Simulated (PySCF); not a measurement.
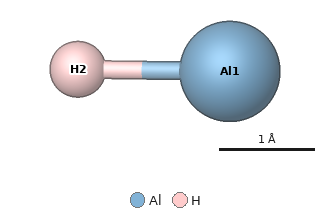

**Figure 1.** The structure as given in the input (ball-and-stick view, seen on its broad side; atoms are numbered from 1 in the order of the input). Sticks mark near contacts.

## AlH: energy and gradient calculation

AlH, computed with mPW1K/ma-def2-SVP, RKS, sfX2C (PySCF 2.14.0).

The geometry comes from this level: GFN2-xTB. Figures and captions count atoms from 1; the log counts them from 0 in places.

What the program printed:
```
converged SCF energy = -243.295640654964
E = -243.2956406550 Eh
--------------- DFsfX2C1eRKS gradients ---------------
         x                y                z
0 Al    -0.0000000000     0.0000000000     0.0101797395
1 H     0.0000000000    -0.0000000000    -0.0101798163
----------------------------------------------
```

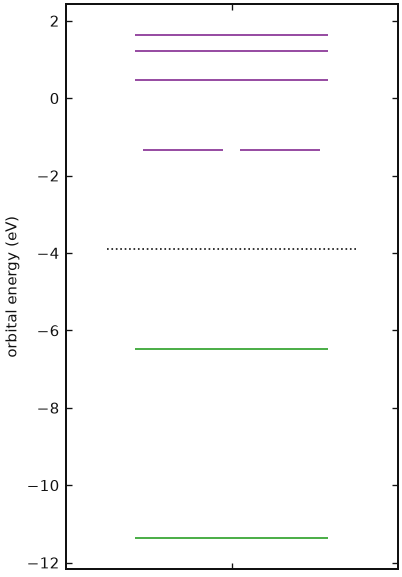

**Figure 2.** Orbital energies near the frontier; the dotted line parts filled from empty levels, and levels within 0.02 eV of each other stand side by side. Highest filled −6.47 eV, lowest empty −1.33 eV, 5.14 eV apart.

This output came from the following input.

Input file (calc.py):
```python
# AlH
from pyscf import gto, dft

mol = gto.M(
    atom='input.xyz',
    max_memory=1860,
    verbose=3,
    charge=0,
    basis='ma-def2-svp',
    cart=True,
)

calc0 = dft.RKS(mol, xc='mpw1k')
calc0 = calc0.x2c()
calc0 = calc0.density_fit(auxbasis='cc-pvtz-jkfit')
calc0.level_shift = 0.2
calc0.kernel()

e_final = calc0.e_tot
print('E = %.10f Eh' % e_final)
grad = calc0.nuc_grad_method().kernel()
```

File input.xyz:
```
2
AlH
Al     0.000000     0.000000     0.000000
H      0.000000     0.000000     1.613470
```

Launched with:
```bash
OMP_NUM_THREADS=1 python calc.py
```

Key numbers:

| quantity | value |
| --- | --- |
| outcome | converged |
| total energy | −243.295641 hartree |
| basis functions | 25 |
| largest force | 0.523 eV/Å |
| HOMO | −6.47 eV |
| LUMO | −1.33 eV |
| dipole moment | 0.23 D |
| hardware | 1 thread of Arm Neoverse V1, 24 GiB of memory available, shared host |
| wall time | 1.3 s |
| peak memory | 0.2 GiB |

Notes:

Settings chosen away from the usual ones: tied set to false; shift set to 0.2; cart set to true.
